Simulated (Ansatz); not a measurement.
```xyz
8

F    -0.2980   -1.4373    3.0158
In   -0.1199   -0.6140    1.2838
C     0.2217    0.9159   -0.1352
C    -0.1018   -0.4824   -0.8271
H     1.2284    1.2922   -0.3005
H    -0.5149    1.6987   -0.3001
H     0.7110   -0.9133   -1.4070
H    -1.0343   -0.5169   -1.3853
```

Geometry: PBE0-D4/def2-TZVP; core potentials replace the inner electrons of In.

Computed with RKS PBE0-D4/def2-TZVPP in Ansatz 0.2.0.

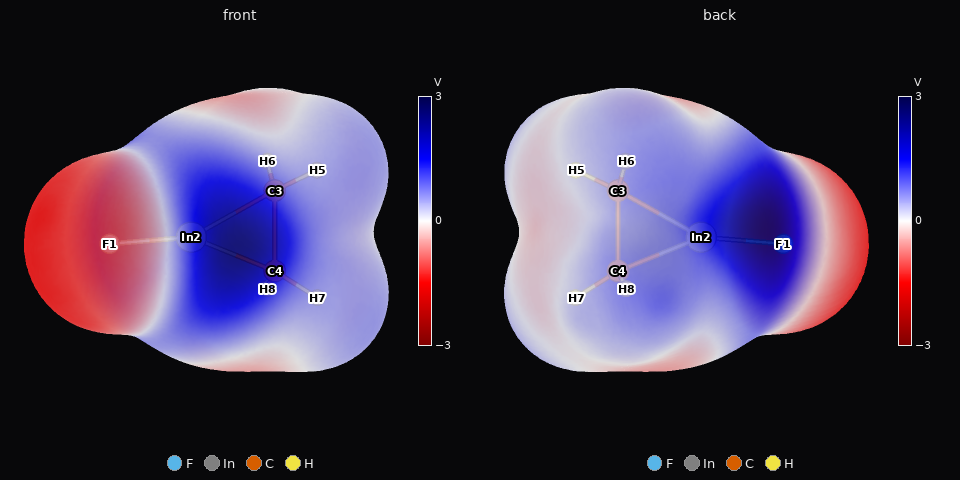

C2H4FIn (SMILES [F][In]1[CH2][CH2]1). The molecular electrostatic potential painted on the density surface at 0.001 e/bohr³, seen from the front and from behind; red is negative and blue positive.

Q: Describe the electrostatic potential map.

A: The most negative region (about −1.3 V) lies over F1, the most positive (about +2.6 V) over In2.
